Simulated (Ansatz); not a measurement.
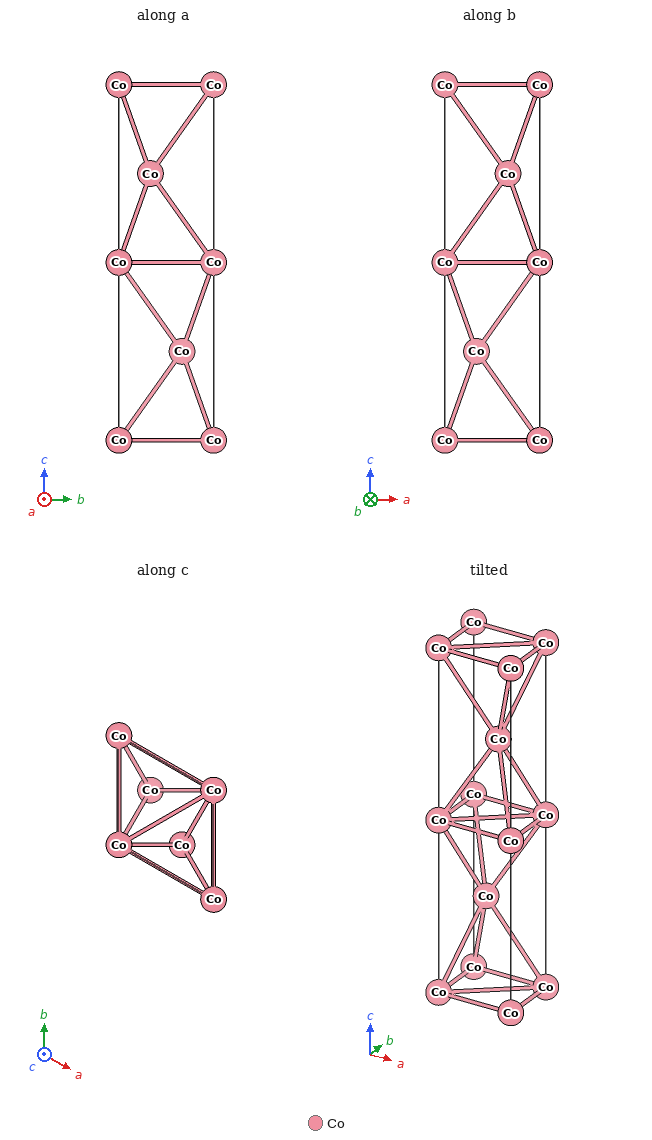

The image is a ball-and-stick drawing of a crystal, viewed along the a axis, along the b axis, along the c axis and slightly off an axis. The edges of the conventional unit cell are marked.

Lattice parameters: a = 2.5125 Å, b = 2.5125 Å, c = 8.1789 Å, α = 90.000°, β = 90.000°, γ = 120.000°.

### Reconstruct the structure as a CIF in P1 with every atom of the cell.

```cif
data_structure
_symmetry_space_group_name_H-M 'P 1'
_symmetry_Int_Tables_number 1
_cell_length_a 2.5125
_cell_length_b 2.5125
_cell_length_c 8.1789
_cell_angle_alpha 90.000
_cell_angle_beta 90.000
_cell_angle_gamma 120.000
_cell_volume 44.71
loop_
_atom_site_label
_atom_site_type_symbol
_atom_site_fract_x
_atom_site_fract_y
_atom_site_fract_z
_atom_site_occupancy
Co1 Co 0.0000 0.0000 0.0000 1
Co2 Co 0.0000 0.0000 0.5000 1
Co3 Co 0.3333 0.6667 0.2500 1
Co4 Co 0.6667 0.3333 0.7500 1
```

Provenance: a structure type filled with this element by a generator (whether the element takes this form wasn't checked). Earlier steps of the study may have refined or changed the cell and positions. It was the input of a calculation with Ansatz.

At this level of theory the cell isn't at rest (stretched, at -16 GPa), so its distances can differ from those at equilibrium, the more so the softer the solid.
